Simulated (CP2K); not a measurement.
2-nitrosooxazole has these distinct C atoms: C3 (bonded to 2 N and O), C5 (bonded to C, N and H) and C6 (bonded to C, O and H).

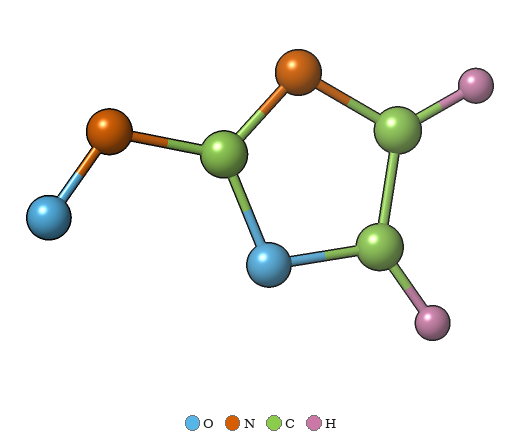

The molecule (oxygen blue, nitrogen orange, carbon green, hydrogen pink).

```xyz
9

O     2.9057    0.4423   -0.5031
N     2.1944   -0.5570   -0.3353
C     0.8252   -0.3018   -0.1197
N    -0.0694   -1.2584    0.0379
C    -1.2576   -0.5934    0.2121
C    -1.0334    0.7636    0.1552
O     0.2933    0.9791   -0.0558
H    -2.1953   -1.1166    0.3672
H    -1.6629    1.6422    0.2416
```

Their partial C K spectra (CP2K XAS_TDP, all-electron GAPW, PBEh(45%), aug-cc-pVDZ, TDA, GW2X-corrected core level, no relativity) are given in random order, each times the number of alike atoms.

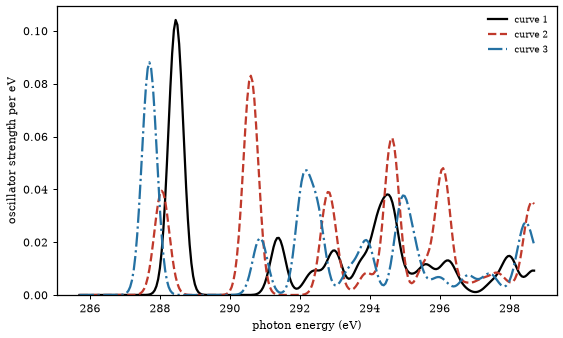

Gaussian full width 0.5 eV, oscillator strength per eV, alike atoms added, rows of zeros left out.

Question: Which curve belongs to which atom?

Curve 1: C5 (bonded to C, N and H), leading line at 288.46 eV (f = 0.055 an atom), ionisation energy 293.62 eV, term value 5.16 eV. Curve 2: C3 (bonded to 2 N and O), leading line at 288.05 eV (f = 0.021 an atom), ionisation energy 295.17 eV, term value 7.12 eV. Curve 3: C6 (bonded to C, O and H), leading line at 287.70 eV (f = 0.047 an atom), ionisation energy 294.61 eV, term value 6.91 eV. The leading line of an atom is its first one with 35 % of the strongest within 2.5 eV of its lowest line over the strength cut. A line lies at the core ionisation energy, which rises as an atom loses charge to its neighbours or to a π system, less the term value, which is large for a low π* or σ* orbital with weight on that atom.

[Banner, clock and machine lines of the logs are left out without a mark of their own.]

[Logs are printed without paths, hosts, clocks, repeated set-up lines and the standing remarks that a program may print on its own settings, such as how far it seeks lower states.]

[Hosts, paths, dates, database ids (printed as entryN), source tags and the programs' standing remarks are cut or masked in the printed files.]
